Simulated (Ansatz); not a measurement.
CH$_{5}$ClN$_{2}$OW (SMILES C[N]=[W]([NH2])(=[O])[Cl])

The calculation's input:

```
crystal:
  periodic: [false, false, false]
  atoms:
    - {symbol: C, position_ang: [-0.554641, -1.117711, 1.659529]}
    - {symbol: N, position_ang: [-0.461897, -0.238675, 0.550678]}
    - {symbol: W, position_ang: [0.253296, 1.022817, -0.420021]}
    - {symbol: N, position_ang: [0.537842, 0.225779, -2.165352]}
    - {symbol: O, position_ang: [1.754785, 1.505896, 0.235984]}
    - {symbol: Cl, position_ang: [-1.189732, 2.806823, -0.483452]}
    - {symbol: H, position_ang: [-1.452723, -0.891307, 2.243189]}
    - {symbol: H, position_ang: [-0.638558, -2.152237, 1.310806]}
    - {symbol: H, position_ang: [0.318568, -1.040901, 2.316097]}
    - {symbol: H, position_ang: [1.275385, 0.537103, -2.781175]}
    - {symbol: H, position_ang: [0.157685, -0.657587, -2.466282]}
basis:
  gaussian: {orbitals: def2-TZVPP}
hamiltonian: {xc: pbe0, dispersion: d4}
output: {orbitals: {seedname: orbitals}}
```

Run with:

```sh
ansatz run in.yaml --threads 4 --pin off --events-out ev --progress --plain --max-ram 11315MiB
```

Geometry: PBE0-D4/def2-TZVP; core potentials replace the inner electrons of W.

These are results of RKS PBE0-D4/def2-TZVPP (Ansatz), not measurements.

Q: Predict the electron density and electron localisation function between the atoms.

A: C–N (1.42 Å): ρ is about 2 e/Å³ halfway; the ELF peaks at about 0.90 between the atoms: localised, covalent bonding.
W–O (1.71 Å): the density is about 1.8 e/Å³ at the midpoint; the ELF peaks at about 0.75 in the valence shell of O, 0.5 Å from its nucleus, and drops to about 0.35 between the two atoms.
W–N (1.75 Å): ρ is about 1.7 e/Å³ halfway; the ELF peaks at about 0.75 in the valence shell of N, 0.5 Å from its nucleus, and drops to about 0.35 between the two atoms.

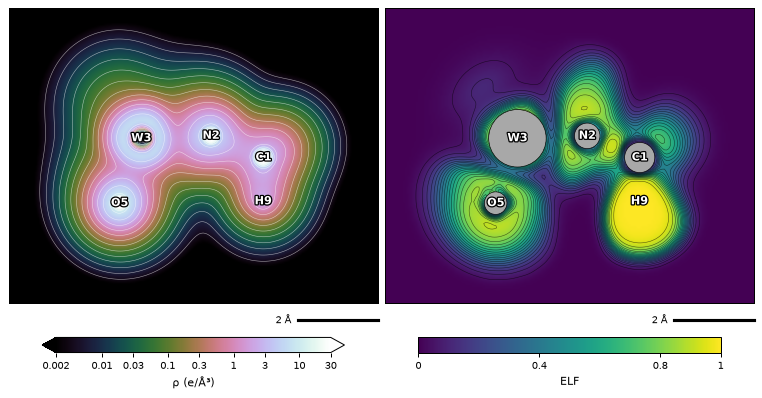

Computed electron density and electron localisation function on the plane of atoms N2, C1 and H9, in this order. Grey discs cover the atomic cores in the ELF map. 
